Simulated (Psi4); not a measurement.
# [BF2]+ (SMILES F[B+]F): M06-L/cc-pVTZ

Aim: the vertical singlet–triplet gap of [BF2]+ at M06-L/cc-pVTZ, from 2 runs. 

Program for the calculation: Psi4 1.11.

1 further run of the same task is left out (it didn't finish).

**1. The system as given**

The species is [BF2]+ (3 atoms), meant as a singlet with charge +1. SMILES: `F[B+]F`. Geometry: relaxed at PBE0-D4/def2-TZVP.

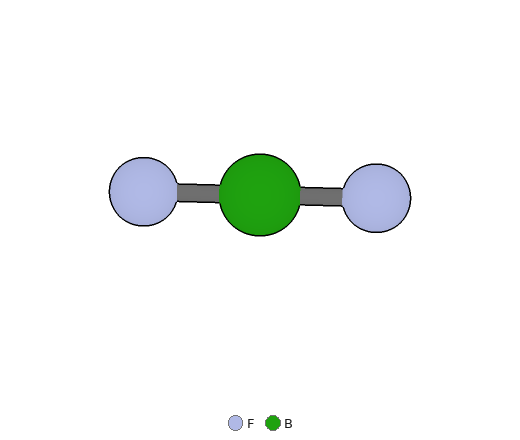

The structure, seen from a chosen angle (fluorine light blue, boron green).

**2. Energy and forces at M06-L/cc-pVTZ**

input.inp reads:

```
memory 2200 mb

molecule {
  1 1
  F      0.329710     1.140520     0.307700
  B      0.000000     0.000000     0.000000
  F     -0.329720    -1.140520    -0.307700
  units angstrom
  symmetry c1
}

set {
  basis cc-pVTZ
  puream true
  e_convergence 1e-09
  d_convergence 1e-08
  scf_type pk
  dft_radial_points 99
  dft_spherical_points 590
}

energy_value, wavefunction = gradient('m06-l', return_wfn=True)
oeprop(wavefunction, 'DIPOLE', 'MULLIKEN_CHARGES', 'LOWDIN_CHARGES')
print_variables()
```

Launch:

```console
$ psi4 -n 1 input.inp input.out
```

input.out:

```text
[...]
  Running in c1 symmetry.
[...]
  Nuclear repulsion =   56.306969287117830
[...]
  Multiplicity = 1
[...]
  Nalpha       = 11
  Nbeta        = 11
[...]
    Number of basis functions: 90
[...]
   @RKS iter   1:  -224.25706943131485    2.00992e-02   4.73318e-03 ADIIS/DIIS
[...]
   @RKS iter  10:  -224.30557858713229   -2.84217e-13   8.19588e-10 DIIS
[...]
    Orbital Energies [Eh]
    ---------------------
    Doubly Occupied:
       1A    -24.917320     2A    -24.917319     3A     -7.166872
       4A     -1.611480     5A     -1.602990     6A     -0.890873
       7A     -0.884023     8A     -0.821346     9A     -0.821346
      10A     -0.769549    11A     -0.769549
[...]
  @RKS Final Energy:  -224.30557858713229
   => Energetics <=
    Nuclear Repulsion Energy =             56.3069692871178304
    One-Electron Energy =                -414.9688995075983939
    Two-Electron Energy =                 159.0602192368020837
    DFT Exchange-Correlation Energy =     -24.7038676034538227
    Empirical Dispersion Energy =           0.0000000000000000
    VV10 Nonlocal Energy =                  0.0000000000000000
    Total Energy =                       -224.3055785871322882
[...]
  -Total Gradient:
     Atom            X                  Y                   Z
    ------   -----------------  -----------------  -----------------
       1       -0.000000298856    -0.000000021674     0.002987608386
       2        0.000000633626     0.000000045956     0.000003581204
       3       -0.000000322285    -0.000000023376    -0.002991172043
[...]
 Multipole Moments:
 ------------------------------------------------------------------------------------
     Multipole            Electronic (a.u.)      Nuclear  (a.u.)        Total (a.u.)
 ------------------------------------------------------------------------------------
 L = 1.  Multiply by 2.5417464519 to convert [e a0] to [Debye]
 Dipole X            :          0.0000113           -0.0000015            0.0000098
 Dipole Y            :          0.0000008           -0.0000001            0.0000007
 Dipole Z            :          0.0000054           -0.0000004            0.0000050
 Magnitude           :                                                    0.0000110
[...]
  Mulliken Charges: (a.u.)
   Center  Symbol    Alpha    Beta     Spin     Total
       1     F     4.47098  4.47098  0.00000  0.05804
       2     B     2.05804  2.05804  0.00000  0.88391
       3     F     4.47098  4.47098  0.00000  0.05804
   Total alpha = 11.00000, Total beta = 11.00000, Total charge =  1.00000
  Lowdin Charges: (a.u.)
   Center  Symbol    Alpha    Beta     Spin     Total
       1     F     4.15193  4.15193  0.00000  0.69613
       2     B     2.69613  2.69613  0.00000 -0.39227
       3     F     4.15193  4.15193  0.00000  0.69613
[...]
```

Wall time 37 s (1 thread of Intel Xeon at 2.50GHz (Skylake/Cascade Lake), shared host); peak memory 1.3 GiB.

**3. The triplet**

input.in reads:

```
memory 2.2 GB

molecule geom {
  1 3
  F      0.62306160     2.15527044     0.58146873
  B      0.00000000     0.00000000     0.00000000
  F     -0.62308050    -2.15527044    -0.58146873
  units au
  symmetry c1
}

set {
  reference            uks
  puream               true
  e_convergence        1e-09
  d_convergence        1e-08
  scf_type             pk
  dft_radial_points    99
  dft_spherical_points 590
  maxiter              100
}

result, w = gradient("m06-l/cc-pVTZ", return_wfn=True)
oeprop(w, "LOWDIN_CHARGES", "DIPOLE", "WIBERG_LOWDIN_INDICES", title="M06-L")
```

Launch:

```console
$ psi4 -i input.in -o input.out -n 1
```

input.out:

```text
[...]
  Running in c1 symmetry.
[...]
  Nuclear repulsion =   56.306969289983982
[...]
  Multiplicity = 3
[...]
  Nalpha       = 12
  Nbeta        = 10
[...]
    Number of basis functions: 90
[...]
   @UKS iter   1:  -223.87104074418426    4.06128e-01   2.00372e-03 DIIS/ADIIS
[...]
   @UKS iter  15:  -223.88469503273828   -1.13687e-13   3.53266e-09 DIIS
[...]
   @S^2 Observed:                2.005706583E+00
[...]
    Orbital Energies [Eh]
    ---------------------
    Alpha Occupied:
       1A    -25.012121     2A    -25.012118     3A     -7.163051
       4A     -1.698080     5A     -1.691262     6A     -0.967299
       7A     -0.960134     8A     -0.930845     9A     -0.891877
      10A     -0.890502    11A     -0.846171    12A     -0.393323
    Alpha Virtual:
      13A     -0.385304    14A     -0.370920    15A     -0.070608
      16A     -0.050063    17A     -0.046749    18A      0.007504
      19A      0.060279    20A      0.060284    21A      0.272152
      22A      0.286376    23A      0.336543    24A      0.350443
      25A      0.498420    26A      0.522636    27A      0.533092
[...]
  @UKS Final Energy:  -223.88469503273828
   => Energetics <=
    Nuclear Repulsion Energy =             56.3069692899839822
    One-Electron Energy =                -413.2893702386752466
    Two-Electron Energy =                 157.6682533243824196
    DFT Exchange-Correlation Energy =     -24.5705474084294160
    Empirical Dispersion Energy =           0.0000000000000000
    VV10 Nonlocal Energy =                  0.0000000000000000
    Total Energy =                       -223.8846950327382785
[...]
  -Total Gradient:
     Atom            X                  Y                   Z
    ------   -----------------  -----------------  -----------------
       1       -0.000025072783    -0.000000765927    -0.182339128455
       2        0.000048702992     0.000001428239     0.000000067014
       3       -0.000023644281    -0.000000662323     0.182339077820
[...]
 Multipole Moments:
 ------------------------------------------------------------------------------------
     Multipole            Electronic (a.u.)      Nuclear  (a.u.)        Total (a.u.)
 ------------------------------------------------------------------------------------
 L = 1.  Multiply by 2.5417464519 to convert [e a0] to [Debye]
 Dipole X            :          0.0002420           -0.0000015            0.0002405
 Dipole Y            :          0.0000075           -0.0000001            0.0000074
 Dipole Z            :         -0.0000073           -0.0000004           -0.0000078
 Magnitude           :                                                    0.0002407
[...]
```

Run time: 65 s. Hardware: 1 thread of Intel Xeon at 2.50GHz (Skylake/Cascade Lake), shared host; peak memory 1.3 GiB.

**4. Summary of results**

At M06-L/cc-pVTZ:

```
                                        quantity          value
                           singlet: total energy  -224.30558 Eh
                            singlet: HOMO energy      -20.94 eV
                            singlet: LUMO energy       -8.66 eV
                          singlet: HOMO–LUMO gap       12.28 eV
               singlet: largest force on an atom     0.154 eV/Å
                           triplet: total energy  -223.88470 Eh
     triplet: HOMO energy (highest over α and β)      -10.70 eV
                                   triplet: ⟨S²⟩          2.006
               triplet: largest force on an atom     9.376 eV/Å
vertical energy of the triplet above the singlet      11.453 eV
```

At this shape the triplet lies 11.45 eV (264 kcal/mol) above the singlet.
